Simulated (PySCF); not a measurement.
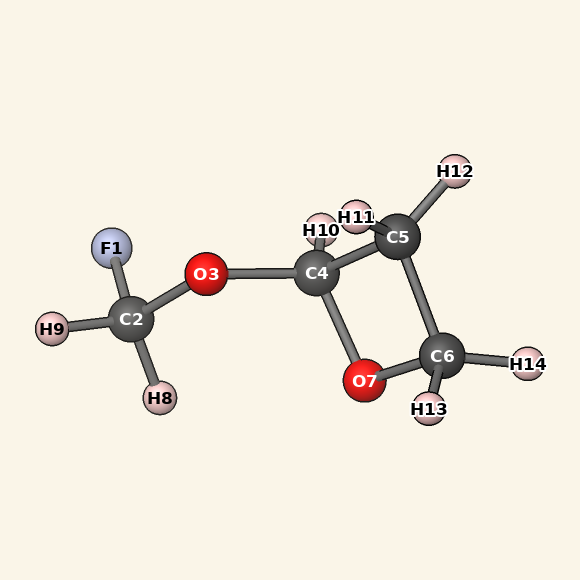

The geometry was computed by an optimisation with GFN2-xTB. No frequency run is at hand to confirm it as a minimum. Level of theory: B3LYP/pcJ-1 indirect spin-spin coupling, non-relativistic, gas phase (PySCF 2.14.0). Isotopes: 13C, 19F, 1H, 17O.

Give the spin–spin coupling constants of these pairs, with the number of bonds between them: F1/C2, F1/H8, F1/O3, F1/H9, F1/C4.

```tsv
pair	bonds apart	J (Hz)
F1, C2	1	−271.1
F1, H8	2	66.4
F1, O3	2	−33.0
F1, H9	2	54.2
F1, C4	3	−0.9
```

Density functionals are unreliable for couplings to fluorine, so those rows may be far off.
